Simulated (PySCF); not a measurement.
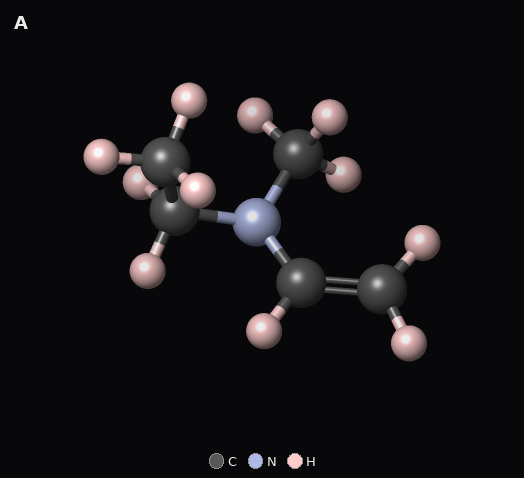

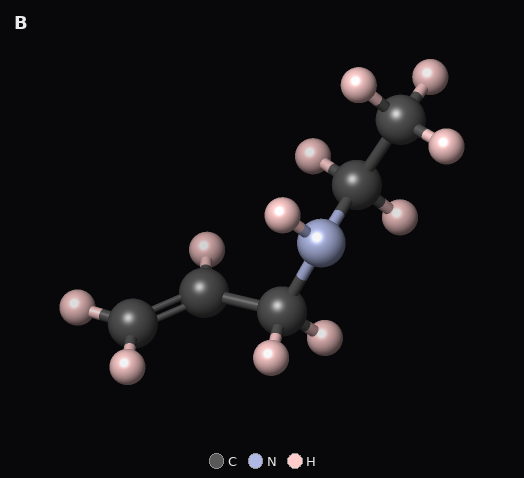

2 stationary structures of one formula. Geometries: PBE0-D3(BJ)/def2-SVP. Electronic energies: PBE0-D3(BJ)/def2-SVP (PySCF 2.14.0), without zero-point energy. No frequency run is at hand to confirm each as a minimum. Each is one conformer, not always the lowest.

How are they related?

They are constitutional isomers of C5H11N: A `C=CN(C)CC`, B `C=CCNCC`.

Which structure is the most stable?

A is lowest; B lies 23.6 kJ/mol above it.
